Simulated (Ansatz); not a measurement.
# C6H12 (1-hexene) at B3LYP/6-31G(d) (Cartesian functions)

Aim: the vertical singlet–triplet gap of C6H12 (1-hexene) at B3LYP/6-31G* (Cartesian functions), from 2 runs. 

The calculation is run with Ansatz 0.2.0.

30 further runs of the same task are left out: 30 set aside as unsound or not needed.

**1. The structure to begin with**

The species is C6H12 (18 atoms), meant as a singlet with charge 0. As SMILES, `C=CCCCC`. The shape is that of a PBE0-D4/def2-TZVP optimisation. This is one conformer, not always the lowest.

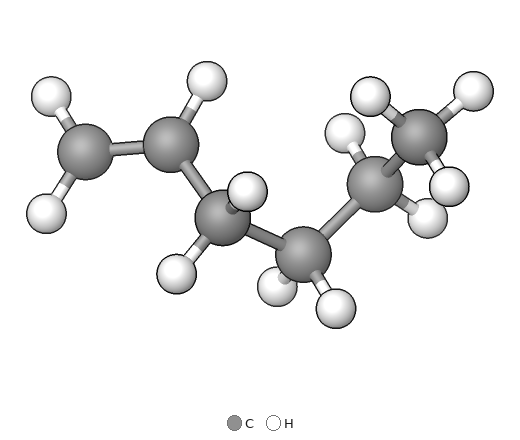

The structure, seen from a chosen angle (carbon grey, hydrogen white).

**2. The energy at B3LYP/6-31G(d) (Cartesian functions)**

Input file molecule.yaml:

```yaml
basis:
  gaussian: {orbitals: "6-31G*"}
crystal:
  periodic: [false, false, false]
  atoms:
    - {symbol: C, position_ang: [0.557260, -2.464680, -1.410260]}
    - {symbol: C, position_ang: [0.256910, -1.557210, -0.491470]}
    - {symbol: C, position_ang: [1.057370, -0.329250, -0.211220]}
    - {symbol: C, position_ang: [0.323130, 0.973080, -0.541800]}
    - {symbol: C, position_ang: [-0.989470, 1.187860, 0.202760]}
    - {symbol: C, position_ang: [-0.845170, 1.224200, 1.715550]}
    - {symbol: H, position_ang: [-0.065590, -3.336430, -1.575290]}
    - {symbol: H, position_ang: [1.443620, -2.368500, -2.030700]}
    - {symbol: H, position_ang: [-0.640990, -1.700710, 0.106950]}
    - {symbol: H, position_ang: [1.345430, -0.320820, 0.846750]}
    - {symbol: H, position_ang: [1.988200, -0.368130, -0.784830]}
    - {symbol: H, position_ang: [0.995820, 1.811240, -0.325440]}
    - {symbol: H, position_ang: [0.130050, 0.999120, -1.619240]}
    - {symbol: H, position_ang: [-1.426830, 2.131340, -0.139440]}
    - {symbol: H, position_ang: [-1.706150, 0.409590, -0.080020]}
    - {symbol: H, position_ang: [-1.797970, 1.454720, 2.197410]}
    - {symbol: H, position_ang: [-0.124150, 1.987240, 2.023900]}
    - {symbol: H, position_ang: [-0.501450, 0.267350, 2.116390]}
accuracy: high
output: {orbitals: {seedname: orbitals}}
hamiltonian: {xc: {name: B3LYP}}
```

The run is started by

```
$ ansatz run molecule.yaml --threads 1 --pin off --max-ram 3480MiB --events-out events.jsonl --progress --plain --runs-dir runs
```

Standard output:

```text
Warning: RAYON_NUM_THREADS=1 ignored (pool sized by the plan → 1); use --threads N
Functional definition: B3LYP
  name "B3LYP"
  parameter a0 = 0.2
  parameter ax = 0.72
  parameter ac = 0.81
  exchange = (1 - a0 - ax)*slater_x + ax*b88_x + a0*exact_x
  correlation = (1 - ac)*vwn_rpa_c + ac*lyp_c
2866 factors; integrals over basis functions are off by at most 3.1e-9 eV
mean field evaluation 1: about -6407.2313 eV, gradient 6.4e1 eV
mean field evaluation 2: about -6403.9977 eV, gradient 7.3e1 eV
mean field evaluation 4: about -6417.3743 eV, gradient 4.3e0 eV
mean field evaluation 8: about -6417.6773 eV, gradient 3.1e-1 eV
mean field evaluation 16: about -6417.6776 eV, gradient 4.6e-5 eV
mean field -6417.67755422 eV, -235.8453000596 hartree, gradient 2.6e-8 eV, S^2 0.000000; 0 other end points of the search recorded, 0 dependent functions left out
reference -6417.67759686 eV, -235.8453016264 hartree; 24, 24 occupied and 90, 90 virtual orbitals, 2866 factors
Total energy: -6417.67759686 eV, -235.8453016264 hartree
```

Wall time 18 s (1 thread of Arm Neoverse V1, shared host); peak memory 0.49 GiB.

**3. The triplet**

Input file input.yaml:

```yaml
crystal:
  periodic: [false, false, false]
  atoms:
    - {symbol: C, position_ang: [0.557260, -2.464680, -1.410260]}
    - {symbol: C, position_ang: [0.256910, -1.557210, -0.491470]}
    - {symbol: C, position_ang: [1.057370, -0.329250, -0.211220]}
    - {symbol: C, position_ang: [0.323130, 0.973080, -0.541800]}
    - {symbol: C, position_ang: [-0.989470, 1.187860, 0.202760]}
    - {symbol: C, position_ang: [-0.845170, 1.224200, 1.715550]}
    - {symbol: H, position_ang: [-0.065590, -3.336430, -1.575290]}
    - {symbol: H, position_ang: [1.443620, -2.368500, -2.030700]}
    - {symbol: H, position_ang: [-0.640990, -1.700710, 0.106950]}
    - {symbol: H, position_ang: [1.345430, -0.320820, 0.846750]}
    - {symbol: H, position_ang: [1.988200, -0.368130, -0.784830]}
    - {symbol: H, position_ang: [0.995820, 1.811240, -0.325440]}
    - {symbol: H, position_ang: [0.130050, 0.999120, -1.619240]}
    - {symbol: H, position_ang: [-1.426830, 2.131340, -0.139440]}
    - {symbol: H, position_ang: [-1.706150, 0.409590, -0.080020]}
    - {symbol: H, position_ang: [-1.797970, 1.454720, 2.197410]}
    - {symbol: H, position_ang: [-0.124150, 1.987240, 2.023900]}
    - {symbol: H, position_ang: [-0.501450, 0.267350, 2.116390]}
basis:
  gaussian: {orbitals: "6-31G*"}
accuracy: high
magnetization: {spin_polarized: true, initial_magnetization: 2}
hamiltonian: {xc: {name: B3LYP}}
output: {orbitals: {seedname: orbitals}}
```

The run is started by

```
$ ansatz run input.yaml --threads 1 --pin off --max-ram 3480MiB --events-out events.jsonl --progress --plain --runs-dir runs
```

Standard output:

```text
Warning: RAYON_NUM_THREADS=1 ignored (pool sized by the plan → 1); use --threads N
[... 7 set-up lines as earlier in the session ...]
2867 factors; integrals over basis functions are off by at most 3.0e-9 eV
mean field evaluation 1: about -6402.7844 eV, gradient 4.5e1 eV
mean field evaluation 2: about -6399.5585 eV, gradient 5.1e1 eV
mean field evaluation 4: about -6412.8734 eV, gradient 1.6e0 eV
mean field evaluation 8: about -6413.1474 eV, gradient 1.4e-1 eV
mean field evaluation 16: about -6413.1476 eV, gradient 2.2e-4 eV
mean field -6413.14755371 eV, -235.6788256114 hartree, gradient 4.4e-8 eV, S^2 2.006490; 0 other end points of the search recorded, 0 dependent functions left out
reference -6413.14759676 eV, -235.6788271935 hartree; 25, 23 occupied and 89, 91 virtual orbitals, 2867 factors
Total energy: -6413.14759676 eV, -235.6788271935 hartree
```

Run time: 33 s. Hardware: 1 thread of Arm Neoverse V1, shared host; peak memory 0.68 GiB.

**4. What came out**

At B3LYP/6-31G* (Cartesian functions):

| quantity | value |
| --- | --- |
| singlet: total energy | -235.84530 Eh |
| singlet: HOMO energy | -6.79 eV |
| singlet: LUMO energy | 0.72 eV |
| singlet: HOMO–LUMO gap | 7.51 eV |
| triplet: total energy | -235.67883 Eh |
| triplet: HOMO energy (highest over α and β) | -2.34 eV |
| triplet: ⟨S²⟩ | 2.006 |
| vertical energy of the triplet above the singlet | 4.530 eV |

What this shows: At this shape the triplet lies 4.53 eV (104 kcal/mol) above the singlet.
